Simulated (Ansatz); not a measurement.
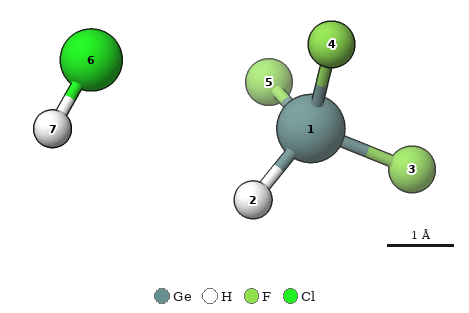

*The structure as given in the input (ball-and-stick view, seen at a tilt; atoms are numbered from 1 in the order of the input). Sticks mark near contacts.*

## Nudged elastic band of GeH₂ClF₃

- system: GeH₂ClF₃
- method: RKS B3LYP/def2-SVP (Ansatz 0.2.0)

It belongs to a series of runs on one base structure; here: band between the two ends. Figures and captions count atoms from 1; the log counts them from 0 in places.

**Input file**
```yaml
crystal:
  periodic: [false, false, false]
  atoms:
    - { symbol: Ge, position_ang: [0.395215, 0.0, -0.183495] }
    - { symbol: H, position_ang: [0.45711, 0.0, 1.332612] }
    - { symbol: F, position_ang: [1.977078, 0.0, -0.867441] }
    - { symbol: F, position_ang: [-0.393352, 1.382066, -0.836351] }
    - { symbol: F, position_ang: [-0.393352, -1.382066, -0.836351] }
    - { symbol: Cl, position_ang: [-2.833817, 0.0, 1.542143] }
    - { symbol: H, position_ang: [-2.578981, 0.0, 2.807685] }
basis:
  gaussian: { orbitals: def2-SVP }
hamiltonian:
  xc: b3lyp
neb:
  order_check: false
  images: 9
  f_tol: 0.05
  max_iterations: 60
  final_atoms:
    - { symbol: Ge, position_ang: [-0.54918398, -5.53e-06, -0.8043839] }
    - { symbol: H, position_ang: [-0.09560795, 1.035e-05, 3.09436884] }
    - { symbol: F, position_ang: [0.3811649, -1.521e-05, 0.63798388] }
    - { symbol: F, position_ang: [-0.09315484, 1.38205052, -1.70681878] }
    - { symbol: F, position_ang: [-0.09313851, -1.38203848, -1.70684787] }
    - { symbol: Cl, position_ang: [-2.61968971, -2.128e-05, -0.38275302] }
    - { symbol: H, position_ang: [-0.3004889, 1.962e-05, 3.82725286] }
  initial_path:
    images:
      - { positions_ang: [[0.395215, 0.0, -0.183495], [0.45711, 0.0, 1.332612], [1.977078, 0.0, -0.867441], [-0.393352, 1.382066, -0.836351], [-0.393352, -1.382066, -0.836351], [-2.833817, 0.0, 1.542143], [-2.578981, 0.0, 2.807685]] }
      - { positions_ang: [[0.31844067, 0.0, -0.14413977], [0.35759813, 0.0, 1.44860462], [1.90370311, 0.0, -0.79449814], [-0.46756434, 1.3798328, -0.78257705], [-0.46756434, -1.3798328, -0.78257705], [-2.74721925, 0.0, 1.38219398], [-2.26749298, 0.0, 2.63179541]] }
      - { positions_ang: [[0.24166635, 0.0, -0.10478453], [0.25808625, 0.0, 1.56459725], [1.83032822, 0.0, -0.72155528], [-0.54177668, 1.3775996, -0.72880311], [-0.54177668, -1.3775996, -0.72880311], [-2.6606215, 0.0, 1.22224496], [-1.95600495, 0.0, 2.45590581]] }
      - { positions_ang: [[0.16489202, 0.0, -0.0654293], [0.15857438, 0.0, 1.68058987], [1.75695333, 0.0, -0.64861243], [-0.61598902, 1.3753664, -0.67502916], [-0.61598902, -1.3753664, -0.67502916], [-2.57402375, 0.0, 1.06229595], [-1.64451693, 0.0, 2.28001622]] }
      - { positions_ang: [[0.0881177, 0.0, -0.02607406], [0.0590625, 0.0, 1.7965825], [1.68357844, 0.0, -0.57566957], [-0.69020136, 1.3731332, -0.62125521], [-0.69020136, -1.3731332, -0.62125521], [-2.487426, 0.0, 0.90234693], [-1.33302891, 0.0, 2.10412663]] }
      - { positions_ang: [[0.01134337, 0.0, 0.01328117], [-0.04044937, 0.0, 1.91257512], [1.61020355, 0.0, -0.50272671], [-0.76441371, 1.3709, -0.56748127], [-0.76441371, -1.3709, -0.56748127], [-2.40082825, 0.0, 0.74239791], [-1.02154089, 0.0, 1.92823704]] }
      - { positions_ang: [[-0.1007621, -1.11e-06, -0.15025184], [-0.05148109, 2.07e-06, 2.14893387], [1.36439582, -3.04e-06, -0.27458459], [-0.63016193, 1.3731301, -0.79534877], [-0.63015867, -1.3731277, -0.79535459], [-2.44460054, -4.26e-06, 0.51736773], [-0.87733049, 3.92e-06, 2.3080402]] }
      - { positions_ang: [[-0.21286757, -2.21e-06, -0.31378486], [-0.0625128, 4.14e-06, 2.38529261], [1.11858809, -6.08e-06, -0.04644247], [-0.49591016, 1.37536021, -1.02321627], [-0.49590363, -1.37535539, -1.02322791], [-2.48837283, -8.51e-06, 0.29233754], [-0.73312009, 7.85e-06, 2.68784337]] }
      - { positions_ang: [[-0.32497304, -3.32e-06, -0.47731787], [-0.07354452, 6.21e-06, 2.62165135], [0.87278036, -9.12e-06, 0.18169964], [-0.36165839, 1.37759031, -1.25108377], [-0.36164859, -1.37758309, -1.25110123], [-2.53214512, -1.277e-05, 0.06730735], [-0.58890969, 1.177e-05, 3.06764653]] }
      - { positions_ang: [[-0.43707851, -4.43e-06, -0.64085088], [-0.08457624, 8.28e-06, 2.85801009], [0.62697263, -1.217e-05, 0.40984176], [-0.22740662, 1.37982042, -1.47895128], [-0.22739355, -1.37981078, -1.47897455], [-2.57591741, -1.702e-05, -0.15772284], [-0.4446993, 1.57e-05, 3.44744969]] }
      - { positions_ang: [[-0.54918398, -5.53e-06, -0.8043839], [-0.09560795, 1.035e-05, 3.09436884], [0.3811649, -1.521e-05, 0.63798388], [-0.09315484, 1.38205052, -1.70681878], [-0.09313851, -1.38203848, -1.70684787], [-2.61968971, -2.128e-05, -0.38275302], [-0.3004889, 1.962e-05, 3.82725286]] }
```

Hardware: 2 threads of Arm Neoverse V2, 24 GiB of memory available, shared host.

Launch command:
```bash
ansatz run input.yaml --threads 2 --pin off --max-ram 3072MiB --backend cpu --events-out ev --progress --plain --runs-dir out
```

**Output**
```
Engine: ansatz 0.2.0, aarch64-unknown-linux-gnu
Functional definition: B3LYP
  parameter a0 = 0.2
  parameter ax = 0.72
  parameter ac = 0.81
  exchange = (1 - a0 - ax)*slater_x + ax*b88_x + a0*exact_x
  correlation = (1 - ac)*vwn_rpa_c + ac*lyp_c
1038 factors; integrals over basis functions are off by at most 3.5e-4 eV
mean field evaluation 1: about -77206.1493 eV, gradient 5.7e1 eV
mean field evaluation 2: about -77196.1462 eV, gradient 1.0e2 eV
mean field evaluation 4: about -77211.0032 eV, gradient 1.3e0 eV
mean field evaluation 8: about -77211.0220 eV, gradient 4.2e-2 eV
mean field -77211.02197822 eV, -2837.4527221891 hartree, gradient 3.3e-5 eV, S^2 0.000000; 0 other end points of the search recorded, 0 dependent functions left out
the calculation of the forces begins
reference -77211.02221111 eV, -2837.4527307476 hartree; 39, 39 occupied and 63, 63 virtual orbitals, 1038 factors
1028 factors; integrals over basis functions are off by at most 4.0e-4 eV
mean field evaluation 16: about -77206.2481 eV, gradient 5.7e1 eV
mean field -77211.30188177 eV, -2837.4630084550 hartree, gradient 4.2e-5 eV, S^2 0.000000; 0 other end points of the search recorded, 0 dependent functions left out
[... from here on the field's lines of each further geometry are left out, up to the last ...]
NEB iter   1: max|band force component| = 3.302e1 eV/Å  barrier→ = 6.3760 eV  barrier← = 6.6559 eV  Δτ_max = 0.2000 Å  (299 SCF iters)
NEB iter   2: max|band force component| = 9.892e0 eV/Å  barrier→ = 2.4668 eV  barrier← = 2.7467 eV  Δτ_max = 0.2000 Å  (291 SCF iters)
NEB iter   3: max|band force component| = 4.110e0 eV/Å  barrier→ = 2.0073 eV  barrier← = 2.2872 eV  Δτ_max = 0.2000 Å  (271 SCF iters)
NEB iter   4: max|band force component| = 2.212e0 eV/Å  barrier→ = 1.9722 eV  barrier← = 2.2521 eV  Δτ_max = 0.2000 Å  (275 SCF iters)
NEB iter   5: max|band force component| = 2.906e0 eV/Å  barrier→ = 2.0765 eV  barrier← = 2.3564 eV  Δτ_max = 0.0996 Å  (278 SCF iters)
NEB iter   6: max|band force component| = 1.307e0 eV/Å  barrier→ = 1.9070 eV  barrier← = 2.1869 eV  Δτ_max = 0.0968 Å  (264 SCF iters)
NEB iter   7: max|band force component| = 9.468e-1 eV/Å  barrier→ = 1.8694 eV  barrier← = 2.1493 eV  Δτ_max = 0.1061 Å  (266 SCF iters)
NEB iter   8: max|band force component| = 1.603e0 eV/Å  barrier→ = 1.8730 eV  barrier← = 2.1529 eV  Δτ_max = 0.0532 Å  (257 SCF iters)
NEB iter   9: max|band force component| = 7.530e-1 eV/Å  barrier→ = 1.8867 eV  barrier← = 2.1666 eV  CI = image 4  Δτ_max = 0.1067 Å  (239 SCF iters)
NEB iter  10: max|band force component| = 5.971e-1 eV/Å  barrier→ = 1.9323 eV  barrier← = 2.2122 eV  CI = image 4  Δτ_max = 0.1041 Å  (259 SCF iters)
NEB iter  11: max|band force component| = 2.149e-1 eV/Å  barrier→ = 1.9256 eV  barrier← = 2.2055 eV  CI = image 4  Δτ_max = 0.0160 Å  (259 SCF iters)
NEB iter  12: max|band force component| = 6.100e-2 eV/Å  barrier→ = 1.9245 eV  barrier← = 2.2044 eV  CI = image 4  Δτ_max = 0.0053 Å  (217 SCF iters)
the calculation of the forces begins
reference -77211.29981285 eV, -2837.4629324236 hartree; 39, 39 occupied and 63, 63 virtual orbitals, 1028 factors
1040 factors; integrals over basis functions are off by at most 6.5e-4 eV
mean field evaluation 1056: about -77209.0976 eV, gradient 7.4e-3 eV
mean field -77209.09755391 eV, -2837.3820009004 hartree, gradient 2.3e-5 eV, S^2 0.000000; 1 other end points of the search recorded, 0 dependent functions left out
the calculation of the forces begins
reference -77209.09775714 eV, -2837.3820083688 hartree; 39, 39 occupied and 63, 63 virtual orbitals, 1040 factors
NEB iter  13: max|band force component| = 2.633e-2 eV/Å  barrier→ = 1.9244 eV  barrier← = 2.2043 eV  CI = image 4  Δτ_max = 0.0000 Å  (439 SCF iters)
```

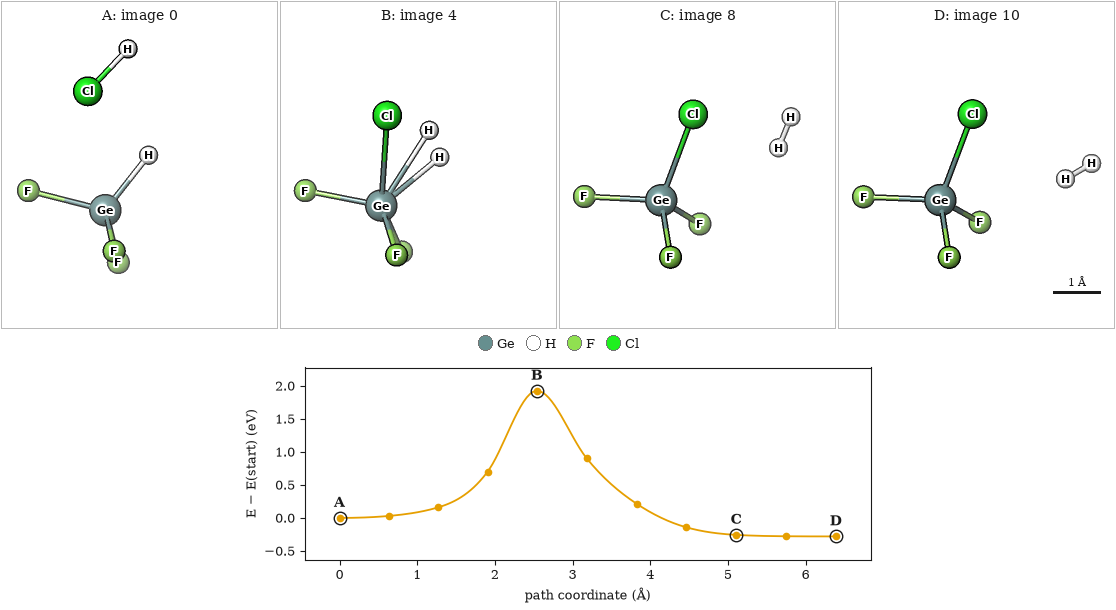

*Images of the last band (counted from 0; ball-and-stick, seen at a tilt) above the energy along the path; the line is a cubic interpolation that uses the forces.*

The highest image is number 4, 1.924 eV above the start and 2.204 eV above the end (the climbing image); the end lies 0.280 eV below the start. The path is 6.39 Å long. The band converged in 13 iterations.

```
Total energy: -77209.09775714 eV, -2837.3820083688 hartree
Atom 0 at    -0.269503    -0.000001    -0.000287 Å, force     0.001375     0.000002    -0.003414 eV/Å
Atom 1 at     0.049602     0.000005     1.725617 Å, force    -0.004233    -0.000000    -0.001545 eV/Å
Atom 2 at     1.460175    -0.000003    -0.121664 Å, force     0.004989     0.000000     0.000639 eV/Å
Atom 3 at    -0.633066     1.472237    -0.805296 Å, force    -0.000822    -0.004811     0.000714 eV/Å
Atom 4 at    -0.633067    -1.472236    -0.805302 Å, force    -0.000822     0.004809     0.000713 eV/Å
Atom 5 at    -2.423747    -0.000005     1.143840 Å, force    -0.004836     0.000000     0.001602 eV/Å
Atom 6 at    -0.920492     0.000003     1.821894 Å, force     0.004349    -0.000000     0.001291 eV/Å
Dipole moment:    -0.017585     0.000001     0.474423 e Å
this run last wrote the band of iteration 13 to [file]
```

**The last band as extended XYZ (Å, eV, eV/Å)**
```
7
Properties=species:S:1:pos:R:3:forces:R:3 image=0 energy=-77211.02198
Ge    0.3952    0.0000   -0.1835   -0.0072   0.0000  -0.0138
H     0.4571    0.0000    1.3326    0.0030   0.0000   0.0036
F     1.9771    0.0000   -0.8674   -0.0042   0.0000   0.0018
F    -0.3934    1.3821   -0.8364    0.0044  -0.0018   0.0048
F    -0.3934   -1.3821   -0.8364    0.0044   0.0018   0.0048
Cl   -2.8338    0.0000    1.5421    0.0013   0.0000   0.0025
H    -2.5790    0.0000    2.8077   -0.0018   0.0000  -0.0037
7
Properties=species:S:1:pos:R:3:forces:R:3 image=1 energy=-77210.99197
Ge    0.2846    0.0000   -0.1117    0.0182   0.0000  -0.0130
H     0.2961    0.0000    1.4063    0.0200   0.0000  -0.0120
F     1.8996    0.0000   -0.7120    0.0133   0.0000  -0.0267
F    -0.4642    1.3876   -0.7964    0.0140  -0.0004  -0.0080
F    -0.4642   -1.3876   -0.7964    0.0140   0.0004  -0.0080
Cl   -2.8135    0.0000    1.4444   -0.0102   0.0000   0.0031
H    -2.1085    0.0000    2.5246   -0.0693   0.0000   0.0646
7
Properties=species:S:1:pos:R:3:forces:R:3 image=2 energy=-77210.86189
Ge    0.1763    0.0000   -0.0404    0.1160   0.0000  -0.0313
H     0.1777    0.0000    1.4805    0.0406   0.0000  -0.0519
F     1.8195    0.0000   -0.5470    0.0909   0.0000  -0.1387
F    -0.5443    1.3895   -0.7490    0.0449  -0.0122   0.0068
F    -0.5443   -1.3895   -0.7490    0.0449   0.0122   0.0068
Cl   -2.7589    0.0000    1.4165   -0.1305   0.0000   0.0588
H    -1.6961    0.0000    2.1471   -0.2067   0.0000   0.1495
7
Properties=species:S:1:pos:R:3:forces:R:3 image=3 energy=-77210.32270
Ge   -0.0175    0.0000    0.0179    0.6698   0.0000   0.0504
H     0.1042    0.0000    1.5668    0.1606   0.0000  -0.4286
F     1.6653    0.0000   -0.3022    0.5318   0.0000  -0.4891
F    -0.6221    1.4112   -0.7622    0.0207  -0.1612   0.1156
F    -0.6221   -1.4112   -0.7622    0.0207   0.1612   0.1156
Cl   -2.5328    0.0000    1.3147   -0.2877   0.0000   0.4648
H    -1.3452    0.0000    1.8861   -1.1158   0.0000   0.1713
7
Properties=species:S:1:pos:R:3:forces:R:3 image=4 energy=-77209.09755
Ge   -0.2695    0.0000   -0.0003    0.0014   0.0000  -0.0034
H     0.0496    0.0000    1.7256   -0.0042   0.0000  -0.0015
F     1.4602    0.0000   -0.1217    0.0050   0.0000   0.0006
F    -0.6331    1.4722   -0.8053   -0.0008  -0.0048   0.0007
F    -0.6331   -1.4722   -0.8053   -0.0008   0.0048   0.0007
Cl   -2.4237    0.0000    1.1438   -0.0048   0.0000   0.0016
H    -0.9205    0.0000    1.8219    0.0043   0.0000   0.0013
7
Properties=species:S:1:pos:R:3:forces:R:3 image=5 energy=-77210.12020
Ge   -0.4767    0.0000   -0.1197   -0.5352   0.0001  -0.2691
H     0.1496    0.0000    1.9460    0.2605   0.0000   0.5266
F     1.2550    0.0000    0.0602   -0.4845   0.0000   0.4110
F    -0.6235    1.5013   -0.9334    0.0009   0.0874  -0.3230
F    -0.6235   -1.5013   -0.9334    0.0009  -0.0874  -0.3231
Cl   -2.4321    0.0000    0.9121   -0.0133   0.0000  -0.5244
H    -0.6190    0.0000    2.0271    0.7708   0.0000   0.5020
7
Properties=species:S:1:pos:R:3:forces:R:3 image=6 energy=-77210.80658
Ge   -0.5166    0.0000   -0.2913   -0.1076  -0.0001  -0.2232
H     0.1304    0.0000    2.2525    0.1256   0.0000   0.3252
F     1.0927    0.0000    0.3251   -0.2266   0.0000   0.1706
F    -0.5199    1.4658   -1.1790    0.0034  -0.0453  -0.2912
F    -0.5199   -1.4658   -1.1790    0.0034   0.0454  -0.2911
Cl   -2.4158    0.0000    0.6922    0.0580   0.0000  -0.0860
H    -0.6211    0.0000    2.3382    0.1438   0.0000   0.3957
7
Properties=species:S:1:pos:R:3:forces:R:3 image=7 energy=-77211.16418
Ge   -0.5055    0.0000   -0.4628   -0.0199   0.0000  -0.0954
H     0.0643    0.0000    2.5653    0.0248   0.0000   0.1468
F     0.9365    0.0000    0.4668   -0.0805   0.0000   0.0275
F    -0.4057    1.4134   -1.4242    0.0099  -0.0263  -0.1294
F    -0.4057   -1.4134   -1.4242    0.0099   0.0263  -0.1294
Cl   -2.3724    0.0000    0.5385    0.0281   0.0000  -0.0184
H    -0.6815    0.0000    2.6995    0.0277   0.0000   0.1984
7
Properties=species:S:1:pos:R:3:forces:R:3 image=8 energy=-77211.27880
Ge   -0.4911    0.0000   -0.6196   -0.0007   0.0000  -0.0235
H    -0.0231    0.0000    2.7965    0.0001   0.0000   0.0227
F     0.8145    0.0000    0.4932   -0.0120   0.0000  -0.0039
F    -0.3042    1.3869   -1.6068    0.0029  -0.0056  -0.0171
F    -0.3042   -1.3869   -1.6068    0.0029   0.0056  -0.0171
Cl   -2.3766    0.0000    0.3338   -0.0027   0.0000  -0.0137
H    -0.6855    0.0000    3.1686    0.0096   0.0000   0.0526
7
Properties=species:S:1:pos:R:3:forces:R:3 image=9 energy=-77211.29958
Ge   -0.5044    0.0000   -0.7317    0.0006   0.0000  -0.0032
H    -0.1341    0.0000    2.9266   -0.0001   0.0000   0.0014
F     0.6501    0.0000    0.5379   -0.0037   0.0000  -0.0002
F    -0.2029    1.3828   -1.6957    0.0006  -0.0017   0.0003
F    -0.2029   -1.3828   -1.6957    0.0006   0.0017   0.0003
Cl   -2.4769    0.0000    0.0235   -0.0023   0.0000  -0.0050
H    -0.4991    0.0000    3.5939    0.0043   0.0000   0.0064
7
Properties=species:S:1:pos:R:3:forces:R:3 image=10 energy=-77211.30188
Ge   -0.5492    0.0000   -0.8044   -0.0035   0.0000   0.0068
H    -0.0956    0.0000    3.0944   -0.0022   0.0000   0.0046
F     0.3812    0.0000    0.6380   -0.0070   0.0000  -0.0126
F    -0.0932    1.3821   -1.7068   -0.0015  -0.0025   0.0044
F    -0.0931   -1.3820   -1.7068   -0.0015   0.0025   0.0044
Cl   -2.6197    0.0000   -0.3828    0.0134   0.0000  -0.0032
H    -0.3005    0.0000    3.8273    0.0022   0.0000  -0.0045
```

**Summary**

- outcome: converged
- barrier, forward: 1.924 eV
- barrier, backward: 2.204 eV
- wall time: 4.4 min (CPU time 8.6 min)
- peak memory: 0.24 GiB

**Remarks**

The order of the saddle point was not checked.
